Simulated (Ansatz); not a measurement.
## Cu3N: response to strain

The reference is Cu$_{3}$N (space group Pm-3m, No. 221; a = 3.7209 Å).

Strains are applied to the cell and any free atomic positions relax.

All numbers come from LDA, PAW, 420 eV (Ansatz, a quantum-chemistry and plane-wave program; no spin-orbit coupling).

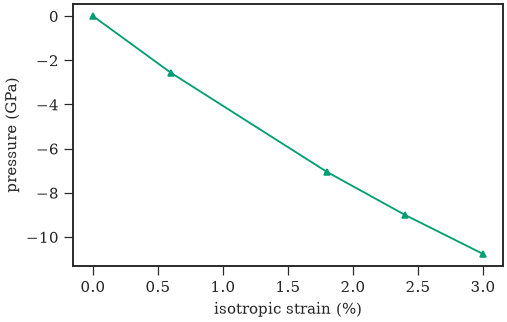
Fig. 1. Pressure against isotropic strain

```json
[
 {"isotropic strain (%)": "0.6", "pressure": "-2.6 GPa"},
 {"isotropic strain (%)": "1.8", "pressure": "-7.1 GPa"},
 {"isotropic strain (%)": "2.4", "pressure": "-9.0 GPa"},
 {"isotropic strain (%)": "3", "pressure": "-10.8 GPa"}
]
```

Stability against distortions was not tested. All final runs are without spin polarisation.
